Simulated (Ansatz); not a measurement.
ClFH₃NOSi

Input file:

```
basis:
  gaussian: {orbitals: def2-TZVPD}
crystal:
  periodic: [false, false, false]
  atoms:
    - symbol: Cl
      position_ang: [-3.558302, 0.221173, 0.147707]
    - symbol: F
      position_ang: [-2.589813, 2.615826, -1.217995]
    - symbol: N
      position_ang: [-1.409273, 2.155483, 1.093024]
    - symbol: O
      position_ang: [-0.650973, 0.609504, -1.123311]
    - symbol: Si
      position_ang: [-1.922078, 1.273382, -0.587063]
    - symbol: H
      position_ang: [-1.859728, 1.728188, 1.907518]
    - symbol: H
      position_ang: [-1.629582, 3.156118, 1.081551]
    - symbol: H
      position_ang: [-0.394199, 2.034675, 1.170314]
magnetization: {spin_polarized: false, initial_magnetization: 0}
hamiltonian: {xc: pbe0}
output: {forces: true, orbitals: {seedname: orbitals}}
```

Launched as:

```sh
ansatz run input.yaml --threads 1 --pin off --max-ram 2610MiB --events-out events.jsonl --progress --plain --runs-dir runs
```

Geometry: B3LYP-D3(BJ)/def2-SVP.

Level of theory: isolated molecule in a Gaussian basis; Kohn-Sham density functional theory, functional PBE0 in Ansatz 0.2.0.

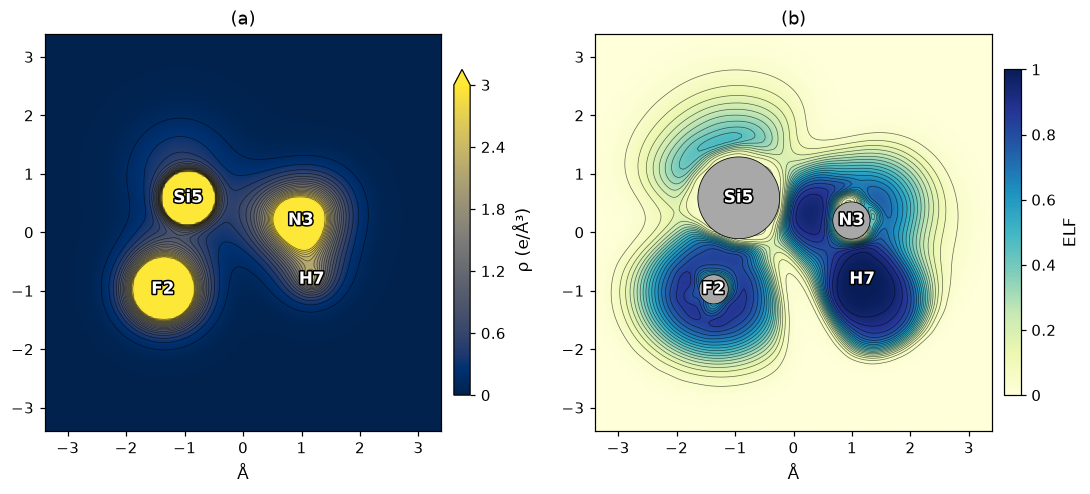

Figure 1. (a) electron density; (b) ELF on the plane of atoms Si5, N3 and H7. Grey discs cover the atomic cores in the ELF map.

Q: Interpret the plot.

A: The plane passes through F, N, Si and H nuclei.
Si–F (1.63 Å): ρ at the midpoint is about 1.1 e/Å³; the ELF peaks at about 0.85 in the valence shell of F, 0.6 Å from its nucleus, and is about 0.55 at the midpoint.
Si–N (1.97 Å): the density is about 0.7 e/Å³ at the midpoint; the ELF peaks at about 0.95 between the atoms; a polar covalent bond.
N–H (1.02 Å): the density is about 2.9 e/Å³ at the midpoint; the ELF climbs to about 1 towards the hydrogen, as it does in any bond to H; an ordinary covalent bond to hydrogen.
The ELF also peaks beside F2, away from the bonds: lone-pair regions.

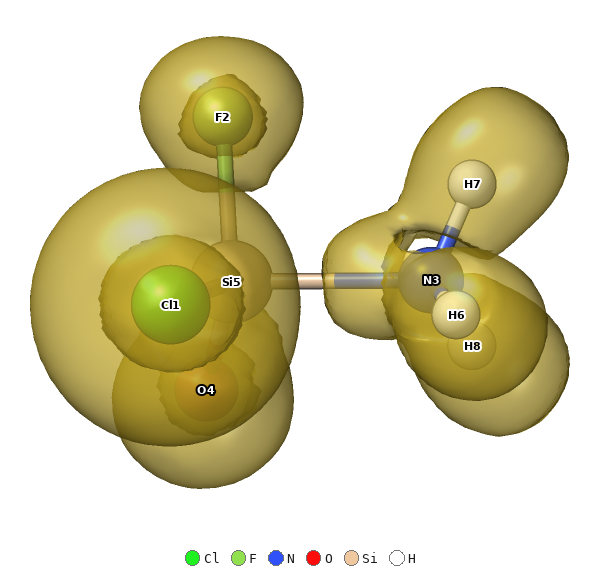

Figure 2. Isosurface of the ELF at 0.75 (yellow), seen from one side. Core shells and regions of very low density are left out.

Q: Where are the electrons localised?

A: The ELF exceeds this value in one region on Cl in which the atom's valence shell and bonds are merged, one region wrapped around F (its lone pairs, merged into a ring or cap), one region wrapped around O (its lone pairs, merged into a ring or cap) and one joined region spread over several atoms (H, N), in which their bonds and any lone pairs are merged. Along the contacts the grid gives the following. Si–O (1.53 Å): the ELF peaks at about 0.80 between the atoms; a short, strongly polar bond.

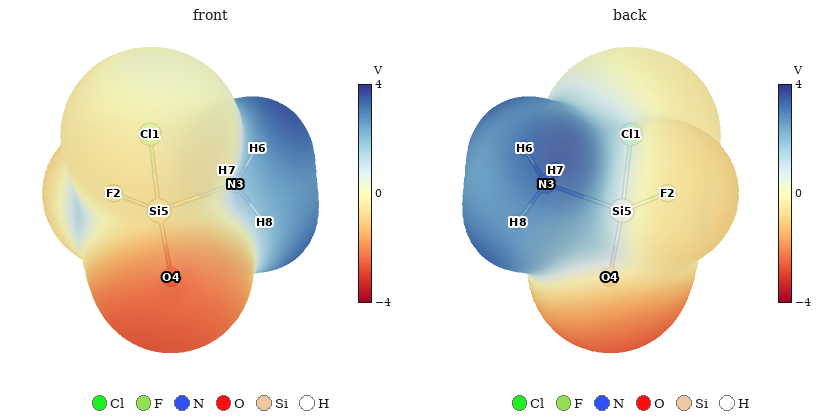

Figure 3. The molecular electrostatic potential painted on the density surface at 0.002 e/bohr³, seen from the front and from behind; red is negative and blue positive.

Q: Describe the electrostatic potential map.

A: The most negative region (about −2.6 V) lies over O4, the most positive (about +3.5 V) over H6 and H7. O4 is the likeliest acceptor of a hydrogen bond.

Q: What dipole moment does the calculation give?

A: Its dipole moment is 7.13 D.
